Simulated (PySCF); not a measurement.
# Arsenic: the same states on changed settings

These states were run before on sound settings. What differs here: 14 angular points, unsound on purpose. What does it move?

Program: PySCF 2.14.0. Level of theory: unrestricted determinants in a Gaussian basis, no spin-orbit coupling in the energies. These are calculated values, not measurements, unless marked.

### 1 The atom as given

```
Element     : arsenic (Z = 33)
Basis       : 6-31G*
Hamiltonian : the non-relativistic Hamiltonian (point nucleus)
State 1     : As⁺: [Ar] 3d10 4s2 4p2, high-spin 3P determinant
State 2     : As²⁺: [Ar] 3d10 4s2 4p1, 2P determinant
Methods     : LDA, BP86
```

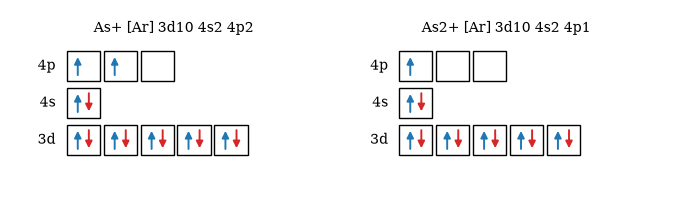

Outer shells as boxes.

The sound run (6-31G*, the non-relativistic Hamiltonian (point nucleus), symmetry-adapted start, fine grid, valence correlation) gave:

```csv
species,method,energy (hartree)
As⁺,UHF,-2233.55463
As⁺,LDA,-2231.85564
As⁺,BP86,-2235.42160
As⁺,MP2 (valence),-2233.59668
As⁺,CCSD(T) (valence),-2233.61398
As²⁺,UHF,-2232.89181
As²⁺,LDA,-2231.16587
As²⁺,BP86,-2234.73343
As²⁺,MP2 (valence),-2232.92482
As²⁺,CCSD(T) (valence),-2232.94097
```

One driver process ran all states and methods and kept the integrals in memory. Each run is shown as a PySCF script that sums up its settings (the driver passes frozen orbitals as a list and adds second-order terms of double hybrids); the logs are those of the runs themselves. The driver starts from symmetry-adapted Hartree-Fock orbitals, holds the occupation by maximum overlap and uses a logarithmic radial grid for functionals, so a plain start would take other cycles.

The driver's launch:

```bash
> OMP_NUM_THREADS=1 python atomrun2.py TASK.json OUT
```

The integrals over 32 functions and the set-up took 0.13 s of CPU time.

The grid is set inside the driver, so the scripts do not show it: 14 angular points.

### 2 Changed run, As⁺

#### LDA

input.py reads:

```python
from pyscf import gto, scf, dft, mp, cc
import basis_set_exchange as bse
mol = gto.M(atom="As 0 0 0", charge=1, spin=2, symmetry="D2h",
            basis=gto.basis.parse(bse.get_basis("6-31G*", elements=["As"], fmt="nwchem", header=False)))
mf = dft.UKS(mol, xc="LDA,VWN")
mf.irrep_nelec = {'Ag': (6, 6), 'B1g': (1, 1), 'B2g': (1, 1), 'B3g': (1, 1), 'B1u': (3, 2), 'B2u': (3, 2), 'B3u': (2, 2)}
mf.kernel()
```

What it wrote:

```text
damping factor = 0
level_shift factor = 0
DIIS = <class 'pyscf.scf.diis.CDIIS'>
diis_start_cycle = 1
diis_space = 10
diis_damp = 0
SCF conv_tol = 1e-09
SCF conv_tol_grad = None
number electrons alpha = 17  beta = 15
XC functionals = LDA,VWN
    P. A. M. Dirac.,  Math. Proc. Cambridge Philos. Soc. 26, 376 (1930)
    F. Bloch.,  Z. Phys. 57, 545 (1929)
    S. H. Vosko, L. Wilk, and M. Nusair.,  Can. J. Phys. 58, 1200 (1980)
cycle= 1 E= -2231.85330162994  delta_E= -0.00819  |g|= 0.151  |ddm|= 0.208
cycle= 2 E= -2231.85311015924  delta_E= 0.000191  |g|= 0.154  |ddm|= 0.0768
cycle= 3 E= -2231.85617385519  delta_E= -0.00306  |g|= 0.00106  |ddm|= 0.0475
cycle= 4 E= -2231.8561743096  delta_E= -4.54e-07  |g|= 0.000129  |ddm|= 0.0024
cycle= 5 E= -2231.85617431411  delta_E= -4.51e-09  |g|= 2.61e-06  |ddm|= 0.000179
cycle= 6 E= -2231.85617431412  delta_E= -2.73e-12  |g|= 1.53e-07  |ddm|= 2.6e-06
converged SCF energy = -2231.85617431412  <S^2> = 2.0009067  2S+1 = 3.0006044
```

It took 0.07 s on 1 thread of Neoverse-N1, shared host, the integrals not counted.

The occupied shells:

```csv
shell,electrons,mean orbital energy (eV),spread (eV),rms radius (bohr)
1s α,1,-11530.1,0,0.0537
1s β,1,-11530.0,0,0.0537
2s α,1,-1456.5,0,0.224
2s β,1,-1456.5,0,0.224
2p α,3,-1305.3,0.129,0.198
2p β,3,-1305.2,0.181,0.198
3s α,1,-193.63,0,0.653
3s β,1,-193.51,0,0.653
3p α,3,-142.51,0.432,0.674
3p β,3,-142.36,0.533,0.674
3d α,5,-51.970,0.427,0.760
3d β,5,-51.741,0.558,0.760
4s α,1,-23.781,0,2.03
4s β,1,-22.231,0,2.03
4p α,2,-14.130,0,2.46
```

⟨S²⟩ = 2.001, ⟨L²⟩ = 2.01.

#### BP86

input.py, as changed from the run before:

```diff
@@ -4,3 +4,3 @@
             basis=gto.basis.parse(bse.get_basis("6-31G*", elements=["As"], fmt="nwchem", header=False)))
-mf = dft.UKS(mol, xc="LDA,VWN")
+mf = dft.UKS(mol, xc="B88,P86")
 mf.irrep_nelec = {'Ag': (6, 6), 'B1g': (1, 1), 'B2g': (1, 1), 'B3g': (1, 1), 'B1u': (3, 2), 'B2u': (3, 2), 'B3u': (2, 2)}
```

What it wrote:

```text
damping factor = 0
level_shift factor = 0
DIIS = <class 'pyscf.scf.diis.CDIIS'>
diis_start_cycle = 1
diis_space = 10
diis_damp = 0
SCF conv_tol = 1e-09
SCF conv_tol_grad = None
number electrons alpha = 17  beta = 15
XC functionals = B88,P86
    A. D. Becke.,  Phys. Rev. A 38, 3098 (1988)
    J. P. Perdew.,  Phys. Rev. B 33, 8822 (1986)
cycle= 1 E= -2235.42004722289  delta_E= -0.00791  |g|= 0.122  |ddm|= 0.198
cycle= 2 E= -2235.41997943614  delta_E= 6.78e-05  |g|= 0.123  |ddm|= 0.0635
cycle= 3 E= -2235.42193620229  delta_E= -0.00196  |g|= 0.000851  |ddm|= 0.0381
cycle= 4 E= -2235.42193647175  delta_E= -2.69e-07  |g|= 0.00017  |ddm|= 0.00177
cycle= 5 E= -2235.4219364809  delta_E= -9.15e-09  |g|= 2.63e-06  |ddm|= 0.000261
cycle= 6 E= -2235.42193648091  delta_E= -5.46e-12  |g|= 1.39e-07  |ddm|= 4.71e-06
converged SCF energy = -2235.42193648091  <S^2> = 2.0015575  2S+1 = 3.0010382
```

Time after the integrals: 0.09 s (1 thread of Neoverse-N1, shared host).

### 3 Changed run, As²⁺

#### LDA

input.py reads:

```python
from pyscf import gto, scf, dft, mp, cc
import basis_set_exchange as bse
mol = gto.M(atom="As 0 0 0", charge=2, spin=1, symmetry="D2h",
            basis=gto.basis.parse(bse.get_basis("6-31G*", elements=["As"], fmt="nwchem", header=False)))
mf = dft.UKS(mol, xc="LDA,VWN")
mf.irrep_nelec = {'Ag': (6, 6), 'B1g': (1, 1), 'B2g': (1, 1), 'B3g': (1, 1), 'B1u': (2, 2), 'B2u': (3, 2), 'B3u': (2, 2)}
mf.kernel()
```

What it wrote:

```text
damping factor = 0
level_shift factor = 0
DIIS = <class 'pyscf.scf.diis.CDIIS'>
diis_start_cycle = 1
diis_space = 10
diis_damp = 0
SCF conv_tol = 1e-09
SCF conv_tol_grad = None
number electrons alpha = 16  beta = 15
XC functionals = LDA,VWN
    P. A. M. Dirac.,  Math. Proc. Cambridge Philos. Soc. 26, 376 (1930)
    F. Bloch.,  Z. Phys. 57, 545 (1929)
    S. H. Vosko, L. Wilk, and M. Nusair.,  Can. J. Phys. 58, 1200 (1980)
cycle= 1 E= -2231.16268305283  delta_E= -0.00781  |g|= 0.15  |ddm|= 0.197
cycle= 2 E= -2231.16266326469  delta_E= 1.98e-05  |g|= 0.15  |ddm|= 0.075
cycle= 3 E= -2231.16549872053  delta_E= -0.00284  |g|= 0.000115  |ddm|= 0.0385
cycle= 4 E= -2231.16549872813  delta_E= -7.6e-09  |g|= 1.02e-05  |ddm|= 0.000132
cycle= 5 E= -2231.16549872818  delta_E= -5.32e-11  |g|= 4.61e-07  |ddm|= 1.32e-05
converged SCF energy = -2231.16549872818  <S^2> = 0.75074509  2S+1 = 2.0007449
```

It took 0.06 s on 1 thread of Neoverse-N1, shared host, the integrals not counted.

Orbital energies by shell (radii are means over both spins):

```csv
shell,electrons,mean orbital energy (eV),spread (eV),rms radius (bohr)
1s α,1,-11542.3,0,0.0537
1s β,1,-11542.3,0,0.0537
2s α,1,-1468.5,0,0.224
2s β,1,-1468.5,0,0.224
2p α,3,-1317.4,0.145,0.198
2p β,3,-1317.3,0.204,0.198
3s α,1,-205.55,0,0.653
3s β,1,-205.48,0,0.653
3p α,3,-154.42,0.479,0.673
3p β,3,-154.33,0.592,0.673
3d α,5,-63.807,0.490,0.757
3d β,5,-63.677,0.617,0.757
4s α,1,-33.755,0,1.96
4s β,1,-32.872,0,1.96
4p α,1,-23.342,0,2.29
```

⟨S²⟩ = 0.751, ⟨L²⟩ = 2.01.

#### BP86

input.py, as changed from the run before:

```diff
@@ -4,3 +4,3 @@
             basis=gto.basis.parse(bse.get_basis("6-31G*", elements=["As"], fmt="nwchem", header=False)))
-mf = dft.UKS(mol, xc="LDA,VWN")
+mf = dft.UKS(mol, xc="B88,P86")
 mf.irrep_nelec = {'Ag': (6, 6), 'B1g': (1, 1), 'B2g': (1, 1), 'B3g': (1, 1), 'B1u': (2, 2), 'B2u': (3, 2), 'B3u': (2, 2)}
```

What it wrote:

```text
damping factor = 0
level_shift factor = 0
DIIS = <class 'pyscf.scf.diis.CDIIS'>
diis_start_cycle = 1
diis_space = 10
diis_damp = 0
SCF conv_tol = 1e-09
SCF conv_tol_grad = None
number electrons alpha = 16  beta = 15
XC functionals = B88,P86
    A. D. Becke.,  Phys. Rev. A 38, 3098 (1988)
    J. P. Perdew.,  Phys. Rev. B 33, 8822 (1986)
cycle= 1 E= -2234.73122307685  delta_E= -0.00751  |g|= 0.121  |ddm|= 0.189
cycle= 2 E= -2234.73128211676  delta_E= -5.9e-05  |g|= 0.119  |ddm|= 0.0626
cycle= 3 E= -2234.73309531325  delta_E= -0.00181  |g|= 0.000179  |ddm|= 0.0311
cycle= 4 E= -2234.73309534447  delta_E= -3.12e-08  |g|= 1.68e-05  |ddm|= 0.000313
cycle= 5 E= -2234.7330953446  delta_E= -1.28e-10  |g|= 1.19e-06  |ddm|= 2.3e-05
converged SCF energy = -2234.7330953446  <S^2> = 0.75151313  2S+1 = 2.0015126
```

It took 0.08 s on 1 thread of Neoverse-N1, shared host, the integrals not counted.

### 4 What moved

```csv
species,method,converged,energy less sound run (eV)
As⁺,LDA,yes,-0.0146
As⁺,BP86,yes,-0.0091
As²⁺,LDA,yes,+0.0100
As²⁺,BP86,yes,+0.0091
```

Ionisation energy of As⁺:

```csv
method,sound run (eV),changed run (eV),shift (eV)
UHF,18.036,18.036,+0.000
LDA,18.770,18.794,+0.025
BP86,18.726,18.744,+0.018
```

### 5 Summary of results

```
                                 quantity              value
                                   change  14 angular points
                           runs converged             4 of 4
largest shift of a converged total energy          0.0146 eV
   largest shift of the ionisation energy    +0.025 eV (LDA)
```

**Reading.** The ionisation energy moves by up to 0.02 eV, at LDA. A coarse angular grid integrates products of high-l functions wrongly, so density functionals can shift, and the SCF can exploit the error; Hartree-Fock and MP2 need no grid. The setting is unsound on purpose, so these numbers are no properties of the atom.
